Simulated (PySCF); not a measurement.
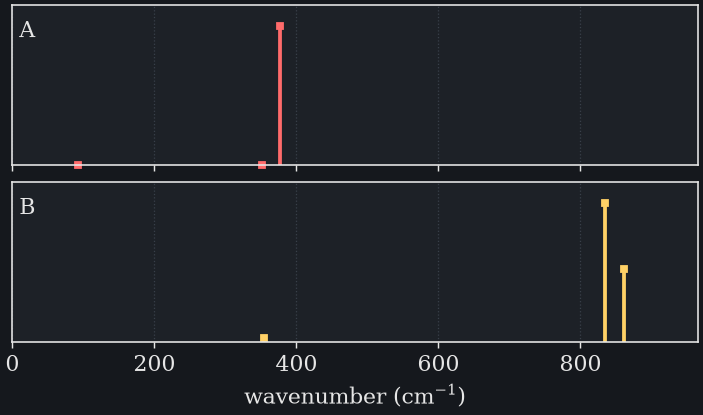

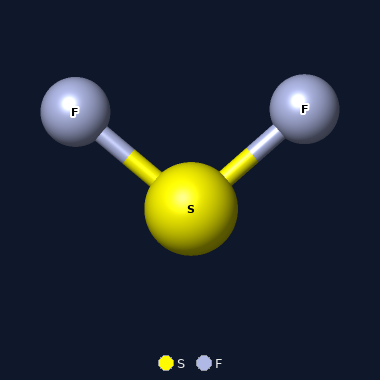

Harmonic infrared lines of SF₂ and SI₂, all C2v singlets, each the lowest point that its search found (SF₂ is drawn); the ligand atom changes down one group of the periodic table. PBE0/def2-TZVP (core potentials past Kr), PySCF 2.14.0, unscaled, no spin-orbit coupling; each panel is scaled to its strongest line, degenerate modes are one line with their intensities summed, and dots on the axis are modes too weak to show or inactive.

> Which panel belongs to which molecule?

A: SI₂ (strongest line 376.4 cm⁻¹); B: SF₂ (strongest line 834.7 cm⁻¹).

> How do the bond length and the stretches change along the series?

Mean bond length: SF₂ 1.590, SI₂ 2.374 Å, rising down the group. Highest a1 mode: SF₂ 862, SI₂ 352 cm⁻¹, falling down the group.
